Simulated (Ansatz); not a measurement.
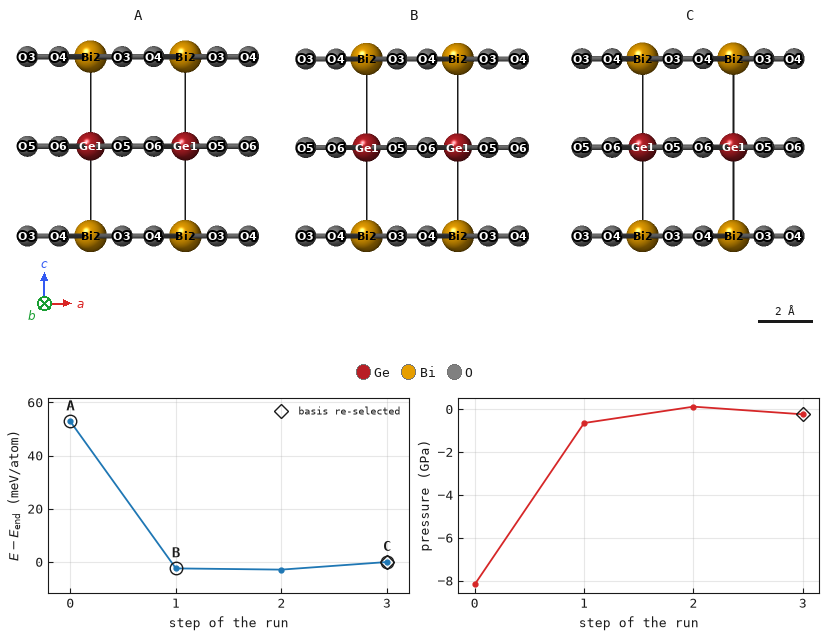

Frames of a relaxation of crystalline GeBiO₄ (a generated structure, set up in P6/mmm) (coarse preliminary run), marked on the history of the run. The picture is a ball-and-stick view of the cell of the calculation, seen along the b axis.

Computed with Ansatz, DFT PBE, scalar-relativistic, plane waves, PAW.

The input:
```yaml
crystal:
  lattice:
    - [4.08167817, 0.0, 0.0]
    - [-2.04083909, 3.53483699, 0.0]
    - [0.0, 0.0, 6.69175642]
  atoms:
    - { symbol: Ge, position: [0.0, 0.0, 0.5] }
    - { symbol: Bi, position: [0.0, 0.0, 0.0] }
    - { symbol: O, position: [0.33333333, 0.66666667, 0.0] }
    - { symbol: O, position: [0.66666667, 0.33333333, 0.0] }
    - { symbol: O, position: [0.33333333, 0.66666667, 0.5] }
    - { symbol: O, position: [0.66666667, 0.33333333, 0.5] }
basis:
  ecutwfc: 420
kpoints:
  mp_grid: { grid: [6, 6, 4] }
hamiltonian:
  xc: pbe
scf:
  occupations: { method: gaussian, width: 0.1 }
  lower_state_search: "off"
output:
  forces: true
  stress: true
  eigenvalues: true
relax:
  adjacent_minimum: "off"
  f_tol: 0.04
  max_steps: 70
  cell: { stress_tol: 0.4 }
```

Run as
```bash
ansatz run input.yaml --threads 1 --pin off --max-ram 2560MiB --backend cpu --events-out ev --progress --plain --runs-dir out
```

**Describe the path.**

Over 2 accepted moves (3 points after the start) the energy falls by 52.8 meV per atom. All forces vanish by symmetry, so only the cell relaxes. The pressure goes from −8.17 to −0.24 GPa. At 1 point the geometry stayed and the basis and grid were re-selected for the new cell (energy shift of 2.9 meV per atom at most each time). The atoms keep their places relative to the cell (all moves are under 0.005 Å). The drawn cell changes as follows: a = b 4.082 → 3.915 Å (−4.1 %), c 6.692 → 6.613 Å (−1.2 %); the volume changes by −9.1 %. Near-neighbour distances that change, for instance: Ge1–O5 2.357 → 2.260 Å, Bi2–O3 2.357 → 2.260 Å. The space group stays P6/mmm (No. 191). From step 0 to 1: volume −8.6 %, energy −55.2 meV per atom. From step 1 to 3: volume −0.5 %, energy +2.4 meV per atom.

```
step  E − E(0), meV/atom  pressure, GPa  volume, Å³/atom                      note
   0                0.00          -8.17           16.092                          
   1              -55.24          -0.64           14.703                          
   2              -55.71           0.12           14.632                          
   3              -52.85          -0.24           14.632  same geometry, new basis
```

Limits of the set-up: an odd number of electrons was run without spin polarisation, which fails if the electron would localise.
